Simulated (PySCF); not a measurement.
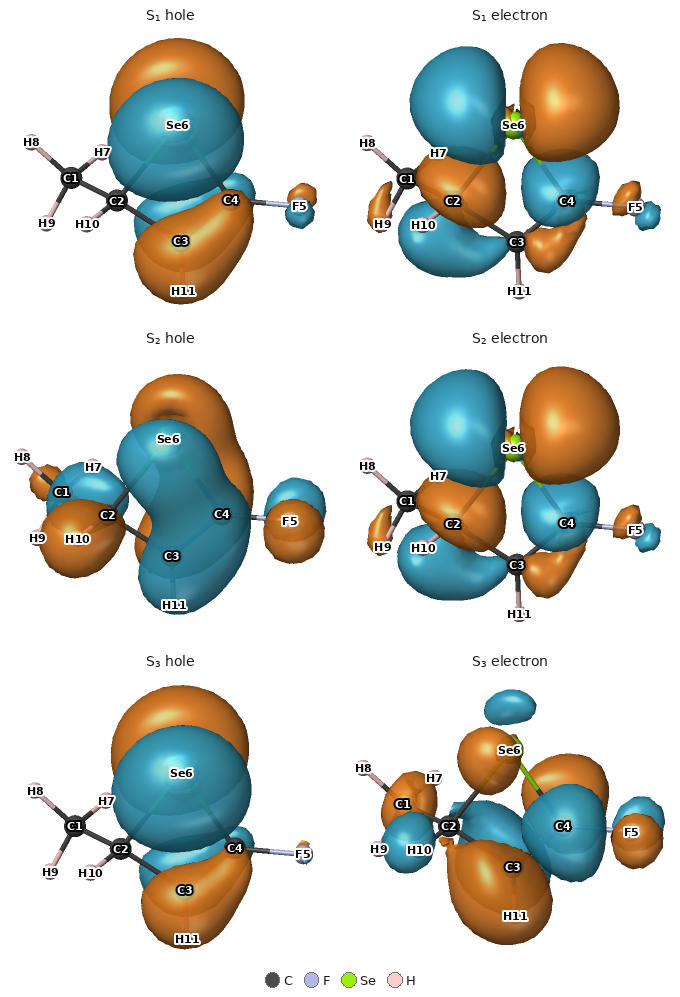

Figure. C₄H₅FSe, SMILES `CC1C=C(F)[Se]1`. Leading natural transition orbitals (full linear response singlet states).

Level of theory: PBE0/cc-pVDZ (PySCF), at a geometry from GFN2-xTB. No frequency check shows the geometry to be a minimum. GFN2-xTB bond lengths at metals and heavier atoms can be off by up to 0.1 Å and shapes distorted, which carries into these values. Without diffuse functions Rydberg states are missing, so the states' numbers hold for this basis only.

Geometry (Å), atoms numbered from 1:

```
C1       2.3254    0.6680   -0.4587
C2       1.1538    0.5072    0.4801
C3       0.0350    1.5003    0.3204
C4      -0.9803    0.7096   -0.0029
F5      -2.2526    0.9667   -0.2685
Se6     -0.1280   -1.0031    0.0147
H7       1.9813    0.7453   -1.4876
H8       3.0044   -0.1779   -0.3766
H9       2.8689    1.5772   -0.2049
H10      1.4797    0.3828    1.5147
H11      0.0880    2.5671    0.4390
```

Q: Describe these excited states.

A: By state:
- S₁: 3.69 eV (336 nm), f = 0.000 (very weak); the leading pair carries 100 %; hole on Se6 (65 %), C3 (18 %) and C4 (8 %), electron on Se6 (57 %), C2 (19 %) and C4 (11 %); their centroids lie 0.3 Å apart.
- S₂: 5.72 eV (217 nm), f = 0.006; the leading pair carries 83 %; hole on Se6 (30 %), C4 (23 %) and C3 (19 %), electron on Se6 (48 %), C2 (17 %) and C4 (15 %) (shares are of the whole state, not of the leading pair alone); their centroids lie 0.7 Å apart; S₃ lies within 0.1 eV of it.
- S₃: 5.75 eV (216 nm), f = 0.034; the leading pair carries 79 %; hole on Se6 (61 %), C3 (16 %) and C4 (10 %), electron on C4 (29 %), C3 (23 %) and Se6 (19 %) (shares are of the whole state, not of the leading pair alone); their centroids lie 0.8 Å apart; S₂ lies within 0.1 eV of it.
